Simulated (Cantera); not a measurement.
A closed system holds: 1 mol FeS2, 2.4 mol H2S, 7.2 mol CO2, 2.7 mol SO2, equilibrated at 11.0 bar.

Cantera equilibrium calculation (NASA polynomials, part measured and part estimated; ideal gas, pure solids and liquids). Candidate condensed phases: C, C6H6, C7H8, C8H18, Fe, Fe(CO)5, FeO, Fe(OH)2, Fe(OH)3, FeS, FeSO4, FeS2, Fe2O3, Fe2(SO4)3, Fe3O4, H2O, H2SO4, S; 127 gas species. FeS: taken at fixed stoichiometry. Gases not in the tables: S3 to S7. Kinetics and transport are ignored.

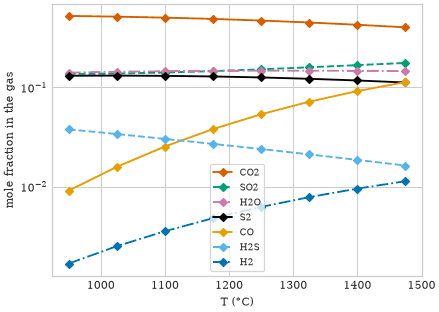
Equilibrium gas composition (values under 1e-9 drawn at 1e-9)

Task: Read off the mole fractions at 1475 °C.

Result: CO2 about 0.40, SO2 about 0.18, H2O about 0.15, CO about 0.11, S2 about 0.11, H2S about 0.016, H2 about 0.011.
